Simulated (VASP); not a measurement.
Band structure of ZrO$_{2}$ (space group Fm-3m). Calculation: modified Becke-Johnson potential (mBJ), VASP's PBE PAW potentials (set 64) (plane waves; VASP).

mBJ is a potential without an energy functional, so only the levels count.

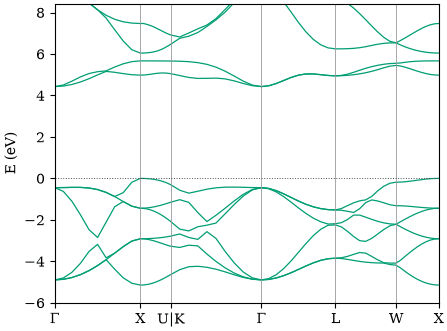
Bands along high-symmetry lines, zero at the valence-band maximum or, without a gap, the Fermi level

### Question
Read the plot: is there a gap, and where are the band edges?

### Answer
The gap is indirect, 4.43 eV, from the valence maximum at X to the conduction minimum at Γ.

The structure comes from a computed database's ZrO2 entry (Fm-3m); how it stands against other phases isn't given here. It was relaxed first. The cell's shape comes from a PBE relaxation.
